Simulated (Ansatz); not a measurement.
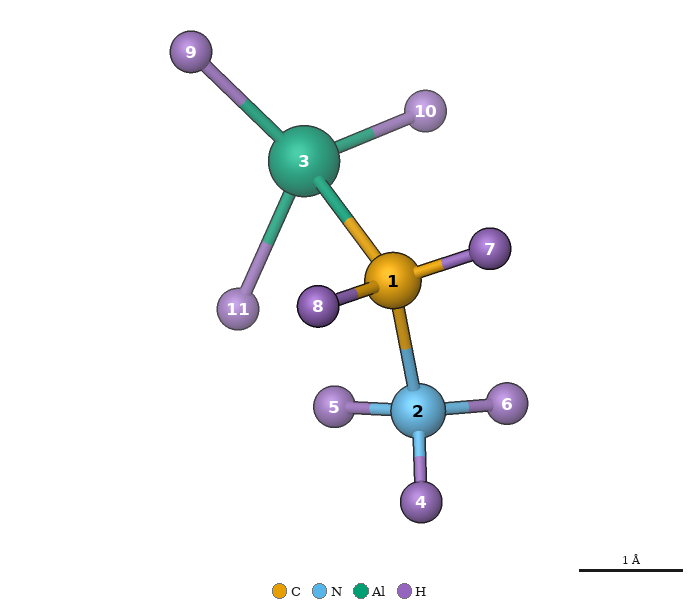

Orthographic view. Atoms fade into the background with distance from the viewer. The geometry was computed by an optimisation with PBE-D4/def2-SVP. No frequency run is at hand to confirm it as a minimum.

Give the geometry as a Z-matrix, atoms in numerical order, with these reference atoms: 2 to 1; 3 to 1, 2; 4 to 2, 1, 3; 5 to 2, 4, 1; 6 to 2, 4, 5; 7 to 1, 2, 6; 8 to 1, 7, 2; 9 to 3, 1, 7; 10 to 3, 9, 1; 11 to 3, 9, 10.

```
C  
N    1   1.512
Al   1   2.080   2    99.9
H    2   1.035   1   117.8   3  -153.3
H    2   1.096   4   113.1   1  -117.2
H    2   1.033   4   108.2   5  -116.2
H    1   1.107   2   108.7   6   -45.9
H    1   1.108   7   108.4   2   115.4
H    3   1.612   1   116.0   7   -93.2
H    3   1.626   9   119.2   1  -131.3
H    3   1.713   9   114.7  10  -128.7
```
